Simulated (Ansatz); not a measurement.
A series of calculations on SiH$_{3}$OF

Part 1: Relaxation

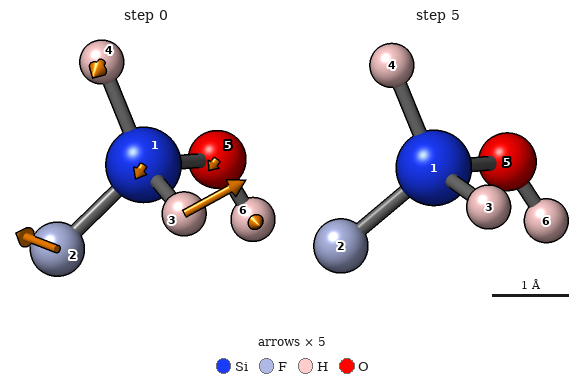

The structure of SiH3OF before (left) and after (right) a relaxation, at one scale. The orange arrows give the displacements, 5 times their true length.

Style: ball-and-stick. Shown from a free direction.

The run prepares an end point of a later path (reaction) calculation, from a guessed geometry.

Computed with RKS B3LYP-D4/def2-SVP in Ansatz 0.2.0.

Input file:
```yaml
crystal:
  periodic: [false, false, false]
  atoms:
    - { symbol: Si, position_ang: [0.125793, 0.029842, 0.125991] }
    - { symbol: F, position_ang: [0.448195, 0.124032, 1.690428] }
    - { symbol: H, position_ang: [1.520339, -0.255104, -0.158346] }
    - { symbol: H, position_ang: [-0.440189, 1.28343, -0.41237] }
    - { symbol: O, position_ang: [-0.972439, -1.142781, -0.242599] }
    - { symbol: H, position_ang: [-0.7881, -2.055419, 0.016297] }
basis:
  gaussian: { orbitals: def2-SVP }
hamiltonian:
  xc: b3lyp
  dispersion: d4
relax:
  f_tol: 0.03
  max_steps: 50
```

Command:
```bash
ansatz run input.yaml --threads 1 --pin off --max-ram 2048MiB --backend cpu --events-out ev --progress --plain --runs-dir out
```

Q: What changed between the two?

A: Over 4 accepted moves (5 points after the start) the energy falls by 0.231 eV. Largest force component: 1.5 eV/Å at the start, 0.02 eV/Å at the end. The line search rejected the trial step at point 2 of the run. The largest move after the best rigid fit is that of H3, 0.19 Å. By element the largest moves are H 0.19 Å, F 0.18 Å, Si 0.05 Å, O 0.04 Å. Some distances before and after: Si1–H3 1.451 → 1.486 Å, Si1–F2 1.600 → 1.626 Å. Among the angles between lasting bonds that change: F2–Si1–H3 90.5° → 105.9°, H3–Si1–O5 117.2° → 112.0°, H3–Si1–H4 117.6° → 113.5°.

Part 2: Relaxation

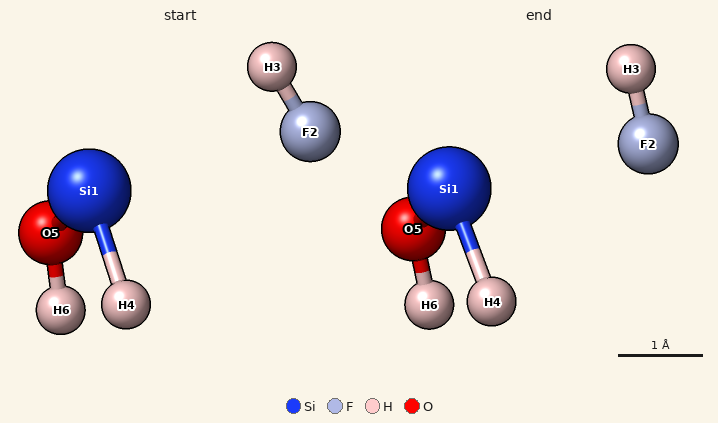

The structure of SiH3OF before (left) and after (right) a relaxation, at one scale.

Style: ball-and-stick. Shown from a free direction.

The run prepares an end point of a later path (reaction) calculation, from a guessed geometry.

Theory: Ansatz 0.2.0, RKS B3LYP-D4/def2-SVP. Settings: no spin polarisation; force threshold 0.03 eV/Å; at most 50 steps.

> Summarise the run.

The atom that moves furthest after the best rigid fit is F2 (0.29 Å). By element the largest moves are F 0.29 Å, H 0.13 Å, O 0.07 Å, Si 0.05 Å. Some distances before and after: Si1–F2 2.785 → 2.496 Å, F2–H3 0.928 → 0.932 Å. The energy falls by 0.60 kcal/mol in 6 geometry steps. Largest force component: 0.22 eV/Å at the start, 0.017 eV/Å at the end. The run took 4.7 s on 1 thread of AMD EPYC 9R45 96-Core Processor (Zen 5) (shared host), peak memory 0.15 GiB.

Limits of the set-up: the start holds two separate molecules, 2.7 Å apart at their closest, whose relative position is a soft coordinate.

Part 3: Path

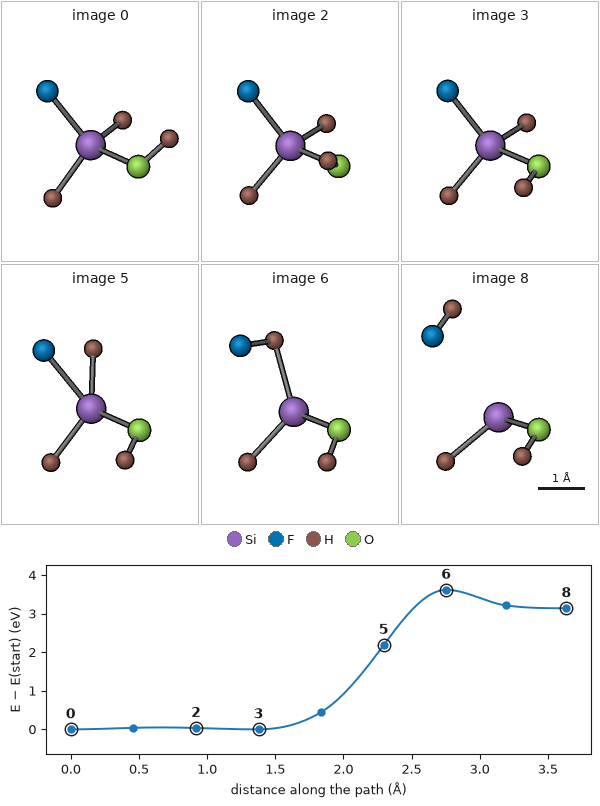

NEB run on SiH$_{3}$OF. Images are numbered from 0 (start) to 8 (end). A ball-and-stick model, seen from a free direction.

Theory: RKS B3LYP-D4/def2-SVP in Ansatz.

The input:
```yaml
crystal:
  periodic: [false, false, false]
  atoms:
    - { symbol: Si, position_ang: [0.152987, 0.026717, 0.165665] }
    - { symbol: F, position_ang: [0.300223, 0.174389, 1.778608] }
    - { symbol: H, position_ang: [1.509839, -0.309834, -0.338805] }
    - { symbol: H, position_ang: [-0.379546, 1.294119, -0.3775] }
    - { symbol: O, position_ang: [-0.952592, -1.142257, -0.208629] }
    - { symbol: H, position_ang: [-0.737312, -2.059134, 6.2e-05] }
basis:
  gaussian: { orbitals: def2-SVP }
hamiltonian:
  xc: b3lyp
  dispersion: d4
neb:
  order_check: false
  images: 7
  f_tol: 0.05
  max_iterations: 60
  final_atoms:
    - { symbol: Si, position_ang: [-0.01552633, -0.02707691, -0.76057861] }
    - { symbol: F, position_ang: [1.24706413, 0.12363144, 1.38767073] }
    - { symbol: H, position_ang: [2.03204175, 0.01100336, 0.89720829] }
    - { symbol: H, position_ang: [-1.06780062, 0.90292508, -0.11273591] }
    - { symbol: O, position_ang: [-0.74541077, -1.50641607, -0.45840418] }
    - { symbol: H, position_ang: [-1.55676917, -1.52006691, 0.06624067] }
  initial_path:
    images:
      - { positions_ang: [[0.152987, 0.026717, 0.165665], [0.300223, 0.174389, 1.778608], [1.509839, -0.309834, -0.338805], [-0.379546, 1.294119, -0.3775], [-0.952592, -1.142257, -0.208629], [-0.737312, -2.059134, 6.2e-05]] }
      - { positions_ang: [[0.1146248, 0.02058154, 0.12532955], [0.47163303, 0.12817789, 1.70843629], [1.53614832, -0.230637, -0.15757652], [-0.45735721, 1.2694701, -0.40144936], [-0.90911556, -1.19824971, -0.30122708], [-0.86233436, -2.00534282, 0.04588813]] }
      - { positions_ang: [[0.07626259, 0.01444608, 0.0849941], [0.64304306, 0.08196678, 1.63826457], [1.56245764, -0.15144, 0.02365195], [-0.53516843, 1.2448212, -0.42539872], [-0.86563913, -1.25424241, -0.39382517], [-0.98735673, -1.95155164, 0.09171427]] }
      - { positions_ang: [[0.03790039, 0.00831062, 0.04465865], [0.81445308, 0.03575566, 1.56809286], [1.58876696, -0.07224301, 0.20488043], [-0.61297964, 1.2201723, -0.44934809], [-0.82216269, -1.31023512, -0.48642325], [-1.11237909, -1.89776046, 0.1375404]] }
      - { positions_ang: [[-0.00046182, 0.00217516, 0.0043232], [0.98586311, -0.01045545, 1.49792114], [1.61507628, 0.00695399, 0.38610891], [-0.69079086, 1.1955234, -0.47329745], [-0.77868625, -1.36622783, -0.57902134], [-1.23740146, -1.84396928, 0.18336654]] }
      - { positions_ang: [[-0.00422795, -0.00513786, -0.18690225], [1.05116337, 0.02306627, 1.47035854], [1.71931765, 0.00796633, 0.51388375], [-0.7850433, 1.12237382, -0.38315706], [-0.77036738, -1.40127489, -0.54886705], [-1.31724339, -1.76299368, 0.15408507]] }
      - { positions_ang: [[-0.00799408, -0.01245087, -0.3781277], [1.11646362, 0.05658799, 1.44279594], [1.82355902, 0.00897868, 0.6416586], [-0.87929574, 1.04922424, -0.29301668], [-0.76204851, -1.43632195, -0.51871276], [-1.39708531, -1.68201809, 0.1248036]] }
      - { positions_ang: [[-0.0117602, -0.01976389, -0.56935316], [1.18176388, 0.09010972, 1.41523333], [1.92780039, 0.00999102, 0.76943345], [-0.97354818, 0.97607466, -0.20287629], [-0.75372964, -1.47136901, -0.48855847], [-1.47692724, -1.6010425, 0.09552213]] }
      - { positions_ang: [[-0.01552633, -0.02707691, -0.76057861], [1.24706413, 0.12363144, 1.38767073], [2.03204175, 0.01100336, 0.89720829], [-1.06780062, 0.90292508, -0.11273591], [-0.74541077, -1.50641607, -0.45840418], [-1.55676917, -1.52006691, 0.06624067]] }
```

Run as
```bash
ansatz run input.yaml --threads 1 --pin off --max-ram 2048MiB --backend cpu --events-out ev --progress --plain --runs-dir out
```

Q: Describe the mechanism and the energy profile.

A: The path has more than one stage, and so few images may leave a stage unresolved. Breaking: F–Si (1.63 → 2.50 Å), H–Si (1.49 → 2.63 Å). Forming: F–H (2.49 → 0.93 Å). The energy climbs by 3.62 eV to image 6 and then falls by 0.48 eV, so the end point sits at +3.14 eV. The band converged in 11 iterations. The largest component of the band force went from 6.5 to 0.025 eV/Å. The climbing image converged on the top of the path. Its vibrational analysis gives one imaginary mode (1209i cm⁻¹), as a transition state must have.

Cost: 47 s on 1 thread of AMD EPYC 9R45 96-Core Processor (Zen 5), on a shared host, peak memory 0.13 GiB.
